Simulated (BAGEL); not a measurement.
**CH3Cl3Si (methyltrichlorosilane): B3LYP/6-31G(d) (density fitting with cc-pvqz-jkfit, spherical functions)**

Aim: the energy change on altering one bond length of CH3Cl3Si (methyltrichlorosilane) at B3LYP/6-31G* (density fitting with cc-pvqz-jkfit, spherical functions), from 2 runs. 

Program for the calculation: BAGEL 1.2.2.

## (1) The system as given

CH3Cl3Si: 8 atoms, total charge 0, spin state singlet. SMILES: `C[Si](Cl)(Cl)Cl`. Geometry: relaxed at PBE0-D4/def2-TZVP.

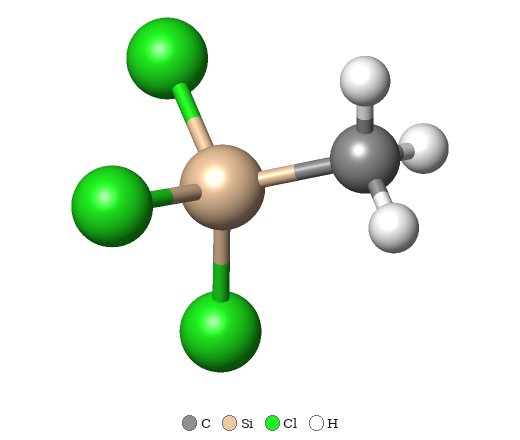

The structure, seen from a chosen angle (carbon grey, silicon light orange, chlorine green, hydrogen white).

## (2) A single-point energy at B3LYP/6-31G(d) (density fitting with cc-pvqz-jkfit, spherical functions)

input.json reads:

```json
{ "bagel" : [

{
  "title" : "molecule",
  "basis" : "6-31gs.json",
  "df_basis" : "cc-pvqz-jkfit",
  "angstrom" : true,
  "geometry" : [
    { "atom" : "C", "xyz" : [   -0.728900,   -0.279600,    0.686100 ] },
    { "atom" : "Si", "xyz" : [    0.568900,    0.197900,   -0.528700 ] },
    { "atom" : "Cl", "xyz" : [    2.360400,   -0.640000,   -0.033600 ] },
    { "atom" : "Cl", "xyz" : [    0.065900,   -0.429500,   -2.402200 ] },
    { "atom" : "Cl", "xyz" : [    0.801200,    2.223000,   -0.573800 ] },
    { "atom" : "H", "xyz" : [   -0.844500,   -1.365200,    0.700800 ] },
    { "atom" : "H", "xyz" : [   -0.448300,    0.061100,    1.684800 ] },
    { "atom" : "H", "xyz" : [   -1.682600,    0.175200,    0.410800 ] }
  ]
},
{
  "title" : "ks",
  "xc_func" : "b3lyp"
},
{
  "title" : "print",
  "file" : "orbitals.molden",
  "orbitals" : true
}

]}
```

The basis set 6-31G* is read from a file made from the Basis Set Exchange's data (not shown).

The run is started by

```sh
$ BAGEL_NUM_THREADS=1 BAGEL input.json > input.out
```

The program printed:

```text
* using 1 threads per process

  ===============================================================
  ===============================================================

  *** Geometry ***

  { "atom" : "C", "xyz" : [     -1.377421,     -0.528367,      1.296541 ] },
  { "atom" : "Si", "xyz" : [      1.075065,      0.373977,     -0.999098 ] },
  { "atom" : "Cl", "xyz" : [      4.460510,     -1.209425,     -0.063495 ] },
  { "atom" : "Cl", "xyz" : [      0.124533,     -0.811637,     -4.539500 ] },
  { "atom" : "Cl", "xyz" : [      1.514049,      4.200861,     -1.084325 ] },
  { "atom" : "H", "xyz" : [     -1.595874,     -2.579854,      1.324320 ] },
  { "atom" : "H", "xyz" : [     -0.847164,      0.115462,      3.183811 ] },
  { "atom" : "H", "xyz" : [     -3.179653,      0.331080,      0.776299 ] },

  Number of auxiliary basis functions:      851

  Since a DF basis is specified, we compute 2- and 3-index integrals:
    o Being stored without compression. Storage requirement is 0.058 GB

  Number of basis functions:       92
  Number of electrons      :       74

    * METHOD: MOLECULE                             0.81

  *** Kohn-Sham DFT ***

    * Removing 16849 points whose weight is below 1.00e-10
    * Grid points: 102399

  === Nuclear Repulsion ===
   440.2973336455

       - DIIS with orbital gradients will be used.

  === KS iteration (b3lyp / 6-31gs.json) ===
      0      -1671.90814844          0.14178306           0.90
      1      -1592.27053529          0.16498047           0.81
      2      -1642.17974803          0.10222879           0.81
      3      -1687.97818894          0.12015675           0.85
      4      -1709.29868310          0.03206812           0.71
      5      -1704.57748784          0.06284530           0.89
      6      -1709.15810374          0.03155994           0.64
      7      -1709.36109117          0.02667374           0.70
      8      -1710.06961632          0.00994696           0.77
      9      -1710.14349048          0.00234685           0.65
     10      -1710.14634261          0.00169807           0.66
     11      -1710.15021215          0.00015863           0.66
     12      -1710.15023548          0.00006531           0.62
     13      -1710.15024015          0.00002260           0.73
     14      -1710.15024065          0.00000211           0.70
     15      -1710.15024065          0.00000068           0.66
     16      -1710.15024065          0.00000028           0.61
     17      -1710.15024065          0.00000004           0.64
     18      -1710.15024065          0.00000001           0.72
    * SCF iteration converged.

    * Permanent dipole moment:
           (    0.648813,     0.239011,    -0.607279) a.u.

    * METHOD: KS                                  14.30

    * METHOD: PRINT                                0.01

  ===============================================================
```

Wall time 16 s (1 thread of Intel Xeon 6975P-C (Granite Rapids), shared host); peak memory 0.53 GiB.

## (3) The distorted shape

input.json reads:

```json
{ "bagel": [

{
  "title": "molecule",
  "basis": "6-31gs.json",
  "df_basis": "cc-pvqz-jkfit",
  "angstrom": true,
  "geometry": [
    { "atom": "C", "xyz": [   -0.326503,    0.222316,    2.184889 ] },
    { "atom": "Si", "xyz": [    0.971297,    0.699816,    0.970089 ] },
    { "atom": "Cl", "xyz": [    2.762797,   -0.138084,    1.465189 ] },
    { "atom": "Cl", "xyz": [    0.065900,   -0.429500,   -2.402200 ] },
    { "atom": "Cl", "xyz": [    1.203597,    2.724916,    0.924989 ] },
    { "atom": "H", "xyz": [   -0.442103,   -0.863284,    2.199589 ] },
    { "atom": "H", "xyz": [   -0.045903,    0.563016,    3.183589 ] },
    { "atom": "H", "xyz": [   -1.280203,    0.677116,    1.909589 ] }
  ]
},
{ "title": "ks", "xc_func": "b3lyp" },
{ "title": "print", "file": "orbitals.molden", "orbitals": true }

]}
```

The basis set 6-31G* is read from a file made from the Basis Set Exchange's data (not shown).

The run is started by

```sh
$ BAGEL_NUM_THREADS=1 BAGEL input.json > input.out
```

The program printed:

```text
* using 1 threads per process

  ===============================================================
  ===============================================================

  *** Geometry ***

  { "atom" : "C", "xyz" : [     -0.617001,      0.420116,      4.128842 ] },
  { "atom" : "Si", "xyz" : [      1.835485,      1.322461,      1.833203 ] },
  { "atom" : "Cl", "xyz" : [      5.220930,     -0.260941,      2.768806 ] },
  { "atom" : "Cl", "xyz" : [      0.124533,     -0.811637,     -4.539500 ] },
  { "atom" : "Cl", "xyz" : [      2.274469,      5.149345,      1.747976 ] },
  { "atom" : "H", "xyz" : [     -0.835454,     -1.631370,      4.156621 ] },
  { "atom" : "H", "xyz" : [     -0.086744,      1.063946,      6.016111 ] },
  { "atom" : "H", "xyz" : [     -2.419233,      1.279564,      3.608600 ] },

  Number of auxiliary basis functions:      851

  Since a DF basis is specified, we compute 2- and 3-index integrals:
    o Being stored without compression. Storage requirement is 0.058 GB

  Number of basis functions:       92
  Number of electrons      :       74

    * METHOD: MOLECULE                             0.73

  *** Kohn-Sham DFT ***

    * Removing 15348 points whose weight is below 1.00e-10
    * Grid points: 103900

  === Nuclear Repulsion ===
   377.6722794062

       - DIIS with orbital gradients will be used.

  === KS iteration (b3lyp / 6-31gs.json) ===
      0      -1658.98817304          0.12311324           0.87
      1      -1538.19613647          0.13271573           0.96
      2      -1461.33620707          0.10956830           0.97
      3      -1613.04812437          0.07103975           0.89
      4      -1688.41752131          0.06732956           0.91
      5      -1693.44610727          0.03627068           0.77
      6      -1709.30209748          0.01991880           0.80
      7      -1709.64916557          0.01709223           0.80
      8      -1709.93951290          0.00506219           0.71
      9      -1709.96161262          0.00417822           0.68
     10      -1710.00509684          0.00206545           0.65
     11      -1710.01127603          0.00157381           0.70
     12      -1710.01422360          0.00022562           0.84
     13      -1710.01427520          0.00003337           0.81
     14      -1710.01427572          0.00002324           0.70
     15      -1710.01427636          0.00000279           0.76
     16      -1710.01427636          0.00000125           0.85
     17      -1710.01427637          0.00000051           0.83
     18      -1710.01427637          0.00000024           0.70
     19      -1710.01427637          0.00000009           0.72
     20      -1710.01427637          0.00000006           0.71
     21      -1710.01427637          0.00000002           0.63
     22      -1710.01427637          0.00000001           0.67
     23      -1710.01427637          0.00000001           0.61
    * SCF iteration converged.

    * Permanent dipole moment:
           (    0.016174,    -0.548354,    -2.954066) a.u.

    * METHOD: KS                                  19.09

    * METHOD: PRINT                                0.01

  ===============================================================
```

Run time: 21 s. Hardware: 1 thread of Intel Xeon 6975P-C (Granite Rapids), shared host; peak memory 0.54 GiB.

## (4) Results

Level: B3LYP/6-31G* (density fitting with cc-pvqz-jkfit, spherical functions).

| quantity | value |
| --- | --- |
| first shape: total energy | -1710.15024 Eh |
| first shape: dipole moment | 2.34 D |
| first shape: HOMO energy | -8.86 eV |
| first shape: LUMO energy | 0.05 eV |
| first shape: HOMO–LUMO gap | 8.91 eV |
| distorted shape: total energy | -1710.01428 Eh |
| distorted shape: dipole moment | 7.64 D |
| distorted shape: HOMO energy | -6.83 eV |
| distorted shape: LUMO energy | -5.00 eV |
| distorted shape: HOMO–LUMO gap | 1.83 eV |
| energy change with the Si2–Cl4 bond stretched from 2.039 to 3.670 Å | 3.700 eV |

One bond (distorted shape) is far stretched, which a spin-restricted single reference describes badly; a broken-symmetry solution may lie lower. With the Si2–Cl4 bond stretched from 2.039 to 3.670 Å the energy rises by 3.70 eV (85 kcal/mol). The first shape isn't relaxed at this level, so the change isn't measured from a minimum. A restricted reference can't describe the breaking bond well at this length.
